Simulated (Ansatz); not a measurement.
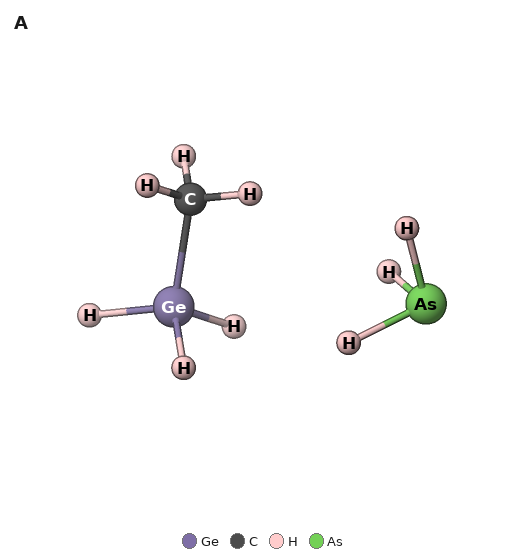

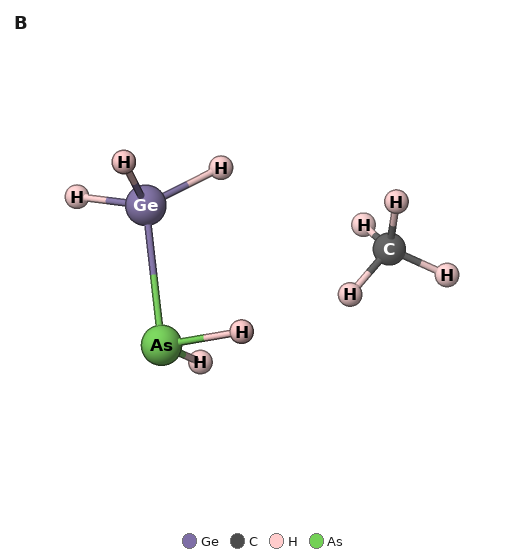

2 stationary structures of one formula. Geometries: PBE0-D4/def2-TZVP. Electronic energies: BLYP-D4/def2-TZVPP (Ansatz 0.2.0), without zero-point energy. No frequency run is at hand to confirm each as a minimum. Each is one conformer, not always the lowest.

> Rank them by energy, lowest first.

B is lowest; A lies 59.1 kJ/mol above it.

Give E(B) − E(A) in kJ/mol at these levels too: BHLYP-D4/def2-TZVPP; SPW92 (LDA)/def2-TZVPP; RHF/STO-3G; PBE-D4/def2-SVP; r2SCAN-D4/def2-TZVPP; PBE0-D4/def2-TZVPP; ωB97X-V/def2-TZVPP; PBE-D4/STO-3G.

```csv
level,E(B) − E(A) (kJ/mol)
BHLYP-D4/def2-TZVPP,−58.4
SPW92 (LDA)/def2-TZVPP,−54.0
RHF/STO-3G,−64.0
PBE-D4/def2-SVP,−55.9
r2SCAN-D4/def2-TZVPP,−58.9
PBE0-D4/def2-TZVPP,−59.2
ωB97X-V/def2-TZVPP,−52.8
PBE-D4/STO-3G,−48.5
```
